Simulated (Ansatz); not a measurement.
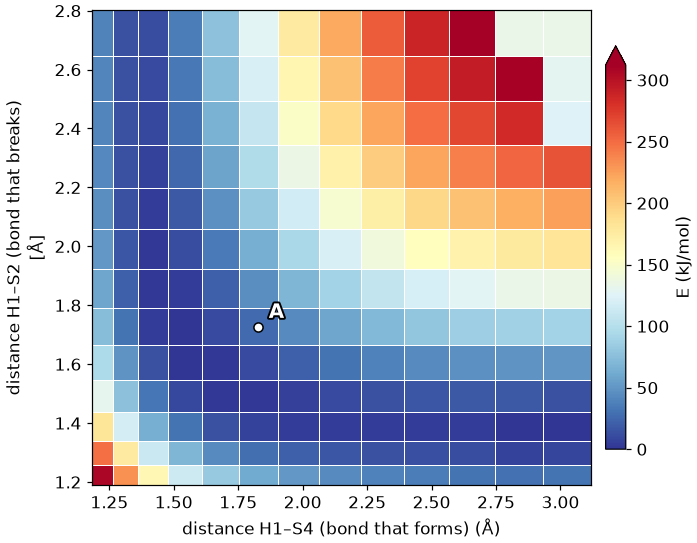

The reacting system CH₅S₂ (fragments CH₄S + HS where the first distance is long, H₂S + CH₃S where the second is long), spin multiplicity 2. 
- Coordinates scanned: (1) distance H1–S4 (bond that forms); (2) distance H1–S2 (bond that breaks).
- Relaxed at each point: all other coordinates.
- Grid: 13 × 13 points.
- Points are written as (first, second).
- All energies are given in kJ/mol relative to the lowest grid point.
- Energies and slopes of some neighbouring points disagree (a jump in structure or state, or too coarse a mesh).
- Computed with UKS SPW92 (LDA)/def2-SVP in Ansatz 0.2.0.

Drawn: one coloured cell a grid point, one colour for all values above the top of the scale, the point A.

> Is A at rest? If not, where is it pushed?

A, at (1.827 Å, 1.726 Å), is not a stationary point. The computed force is 116 kJ/mol for each Å towards smaller values of the first coordinate and 144 kJ/mol for each Å towards smaller values of the second coordinate.
